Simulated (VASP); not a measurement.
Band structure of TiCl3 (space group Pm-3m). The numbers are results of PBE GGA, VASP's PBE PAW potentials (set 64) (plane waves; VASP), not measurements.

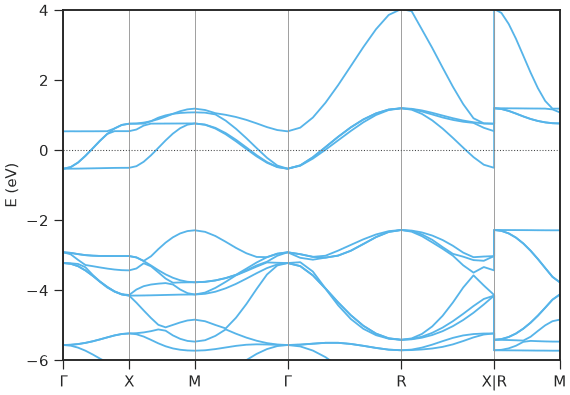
Figure. Bands along high-symmetry lines, zero at the valence-band maximum or, without a gap, the Fermi level

Task: Read the plot: is there a gap, and where are the band edges?

Result: It has no gap at this level: it comes out as a metal or semimetal.

The structure was generated: TiCl3 was put into an ordered model structure, which need not be its known phase. The cell was not relaxed at this level. The electron count is odd and the run is not spin-polarised, which forces a metal.
